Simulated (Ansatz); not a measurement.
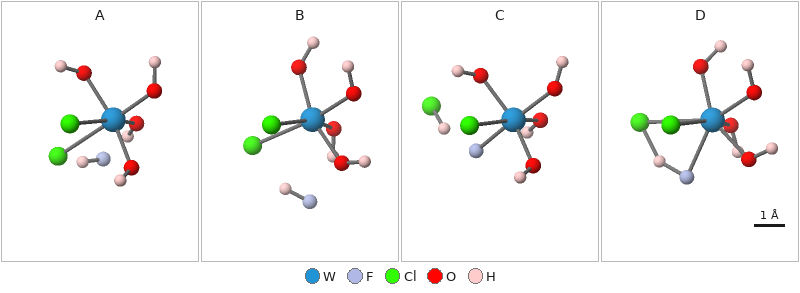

4 geometries from a converged minimum-energy path of WH$_{5}$O$_{4}$Cl$_{2}$F, shuffled. The picture is a ball-and-stick view, seen at a tilt.

Computed with RKS PBE/def2-SVP (Ansatz 0.2.0). Run with 7 movable images; climbing image; force threshold 0.05 eV/Å; iteration limit 60; starting path through a guess of the saddle point.

> One of them is the converged climbing image. Which?

D. In order along the path, whose images run from 0 to 8: C (image 1, +10.4 kJ/mol), D (image 3, +98.3 kJ/mol), B (image 5, +60.0 kJ/mol), A (image 8, +8.8 kJ/mol). Breaking: Cl–H (1.33 → 1.91 Å), F–W (1.98 → 3.79 Å). Forming: F–H (1.66 → 0.99 Å), Cl–W (4.16 → 2.52 Å).
